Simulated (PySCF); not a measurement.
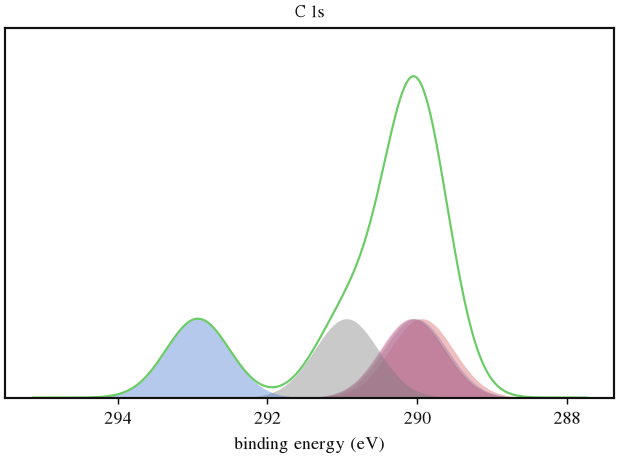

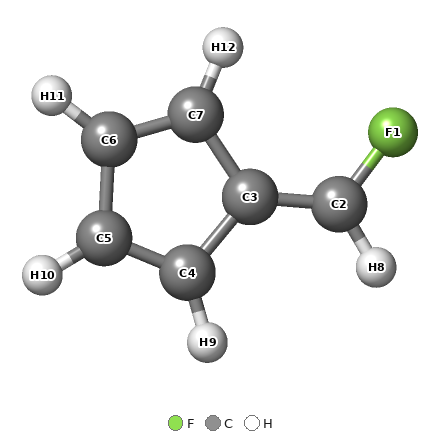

Simulated XPS of C₆H₅F, SMILES FC=C1C=CC=C1. Vertical core-electron binding energies by ΔSCF (SCAN, pcX-2 on the ionised atom, pcseg-1 elsewhere, spin-free X2C; PySCF 2.14.0, at a GFN2-xTB geometry (no frequency check)), gas phase, against the vacuum level. One atom of each kind was ionised; within a panel, areas follow the number of like atoms, Gaussians of 1.0 eV full width. Only the regions named are shown. Lines closer than the width merge in the curve.

**Which atoms give which peak?**

```csv
level,atoms,binding energy (eV)
C 1s,C2,292.9
C 1s,C3,290.9
C 1s,C6,290.1
C 1s,C5,290.1
C 1s,C4,290.0
C 1s,C7,289.9
```

**How large is the chemical shift across the C 1s region?**

3.0 eV, from C7 at 289.9 eV to C2 at 292.9 eV.

Note: the tight-binding geometry is rougher than a DFT one and adds to the error.
